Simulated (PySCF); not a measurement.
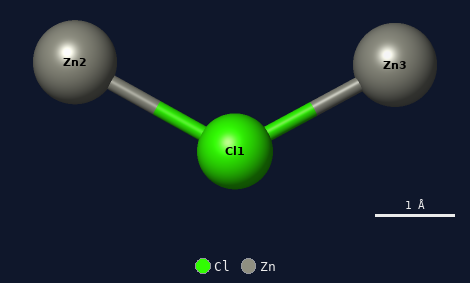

Figure 1. The structure as given in the input (ball-and-stick view, seen at an oblique angle; atoms are numbered from 1 in the order of the input). Sticks mark near contacts. Bond lengths as drawn: Cl–Zn 2.34 Å.

# Frequency calculation of Zn2Cl (charge +1)

- system: Zn2Cl, charge +1, multiplicity 3
- method: UKS-based PBE0, Cl def2-TZVP, Zn def2-TZVP; non-relativistic Hamiltonian; density fitting (PySCF 2.14.0)

**The input**
```python
from pyscf import gto, scf, dft
mol = gto.M(atom='''
Cl    -0.894474     0.000000     0.000000
Zn     0.244636     2.045120     0.000000
Zn     0.244636    -2.045120     0.000000''',
    basis={'Cl': 'def2-TZVP', 'Zn': 'def2-TZVP'},
    charge=1, spin=2)
mf = dft.UKS(mol, xc='PBE0')
mf.grids.atom_grid = (75, 302)
aux = {'Cl': 'def2-universal-JKFIT', 'Zn': 'def2-universal-JKFIT'}
mf = mf.density_fit(auxbasis=aux)
mf.conv_tol = 1e-09
mf.diis_space = 10
mf.max_cycle = 60
mf.verbose = 4
mf.kernel()
```

The script is an equivalent of the set-up of the self-consistent field. The run itself was carried out by a driver, which started from the orbitals of the step before it where there was one and computed the further properties.

Machine: 4 threads of Arm Neoverse N1, 112 GiB of memory available, shared host.

Launched with:
```bash
OMP_NUM_THREADS=4 python axn.py task.json out
```

**The program's output**
```
init E= -4018.09981028154
  alpha nocc = 39  HOMO = -0.415389724487304  LUMO = -0.18272232359047
  beta  nocc = 37  HOMO = -0.528004506589345  LUMO = -0.327080231739256
  HOMO = -0.415389724487  LUMO = -0.327080231739  gap/eV = 2.40302
cycle= 1 E= -4018.09981028151  delta_E= 2.55e-11  |g|= 1.2e-05  |ddm|= 1.97e-05
  alpha nocc = 39  HOMO = -0.415389000713591  LUMO = -0.182721813996588
  beta  nocc = 37  HOMO = -0.527997017413012  LUMO = -0.327079570781486
  HOMO = -0.415389000714  LUMO = -0.327079570781  gap/eV = 2.40302
cycle= 2 E= -4018.09981028148  delta_E= 3.09e-11  |g|= 1.52e-05  |ddm|= 2.42e-05
  alpha nocc = 39  HOMO = -0.415389343911151  LUMO = -0.182722062853846
  beta  nocc = 37  HOMO = -0.528001051558637  LUMO = -0.327079878423678
  HOMO = -0.415389343911  LUMO = -0.327079878424  gap/eV = 2.40302
cycle= 3 E= -4018.09981028157  delta_E= -9.28e-11  |g|= 2.27e-06  |ddm|= 1.32e-05
  alpha nocc = 39  HOMO = -0.41538944658553  LUMO = -0.182722124059221
  beta  nocc = 37  HOMO = -0.528001222720608  LUMO = -0.327079985700195
  HOMO = -0.415389446586  LUMO = -0.3270799857  gap/eV = 2.40302
Extra cycle  E= -4018.09981028157  delta_E= 3.64e-12  |g|= 4.18e-06  |ddm|= 1.51e-06
converged SCF energy = -4018.09981028157  <S^2> = 2.0033003  2S+1 = 3.0021994
```

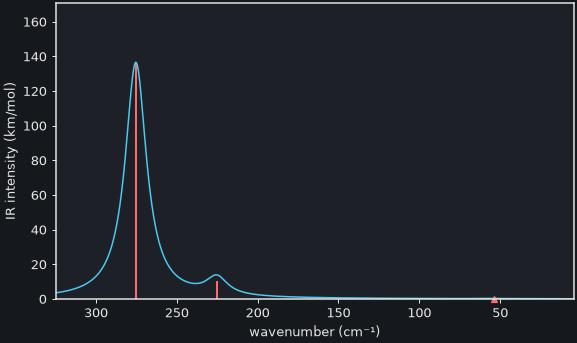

Figure 2. Harmonic infrared spectrum, unscaled: sticks (degenerate modes added up, dark ones marked on the axis) with a Lorentzian envelope of 16 cm⁻¹ full width, scaled to the tallest stick. 3 modes from 54 to 275 cm⁻¹, none imaginary. The strongest line is at 275 cm⁻¹ (137 km/mol). All modes, in cm⁻¹ (km/mol): 54 (0.2), 225 (10.6), 275 (137).

**Results in brief**

- outcome: converged
- total energy: −4018.099810 hartree
- ⟨S²⟩: 2.003
- zero-point energy: 0.001263 hartree
- wavenumbers, lowest and highest: 54 and 275 cm⁻¹
- wall time: 62 s (CPU time 3.3 min)
- peak memory: 1.1 GiB
